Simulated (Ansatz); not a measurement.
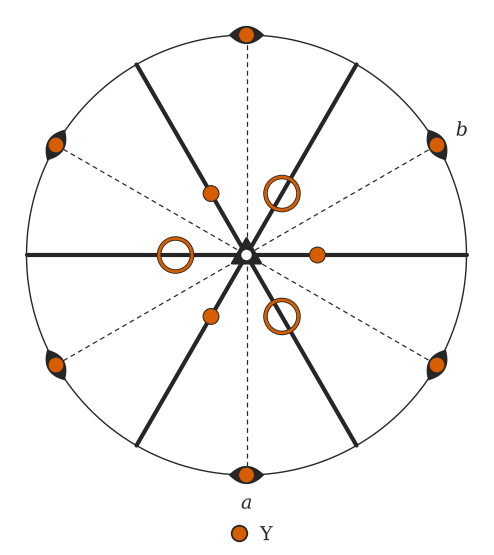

For Y, coordinates from a relaxation with Ansatz 0.2.0, DFT, PBE, plane waves (420 eV) with PAW, scalar-relativistic; the starting structure was generated, so it need not be a known form of this composition: directions from one yttrium atom at (0, 0, 0) to its bonded neighbours, in stereographic projection down c (filled: above the plane of the page or in it, open: below). The drawing is computed from the coordinates (standard cell, symmetry found to 0.002 Å).

Neighbours are counted up to 3.99 Å for Y. The symmetry elements of the site are drawn in: heavy lines are mirror planes (a heavy rim: a mirror in the plane of the page); lens, triangle, square and hexagon are 2-, 3-, 4- and 6-fold axes, a lens in an open square is −4, a triangle in an open hexagon −6; thin dashed diameters join the ends of axes that lie in the page; a small open circle marks inversion.

```yaml
crystal:
  lattice:
    - [3.60188, 0.00000, 0.00000]
    - [-1.80094, 3.11932, 0.00000]
    - [0.00000, 0.00000, 11.55313]
  atoms:
    - { symbol: Y, position: [0.00000, 0.00000, 0.00000] }
    - { symbol: Y, position: [0.00000, 0.00000, 0.50000] }
    - { symbol: Y, position: [0.33333, 0.66667, 0.25000] }
    - { symbol: Y, position: [0.66667, 0.33333, 0.75000] }
```

How many neighbours are there, and at what angles?

Answer. 12: 6 Y at 3.56 Å, 6 Y at 3.60 Å. Angles between bonds: 60° (18×), 61° (6×), 90° (12×), 119° (6×), 120° (18×), 180° (6×).

What is the site's symmetry in the crystal?

Answer. Point group -3m (D3d), order 12: one threefold axis, three twofold axes, three mirror planes, an inversion centre. In P6₃/mmc (No. 194) this is Wyckoff position 2a.
